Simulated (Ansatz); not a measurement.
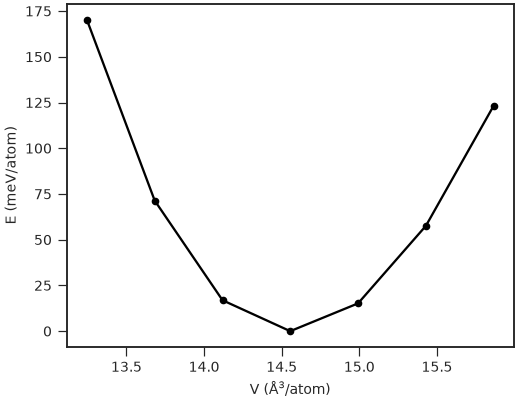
Re (hcp (Mg type), P6_3/mmc) under volume change, DFT-PBEsol in the program Ansatz with PAW potentials, shape and atoms relaxed at each volume.

Q: What does a third-order Birch–Murnaghan fit give for V₀, B₀ and B′?

A: V₀ = 14.56 Å³/atom, B₀ = 391 GPa, B′ = 4.4.

The cell was relaxed with PBEsol under the symmetry of its start. The run is not spin-polarised. Scalar-relativistic: spin–orbit coupling is off unless named, which matters more the heavier the elements.

Potentials: the later of the program's two PAW sets.
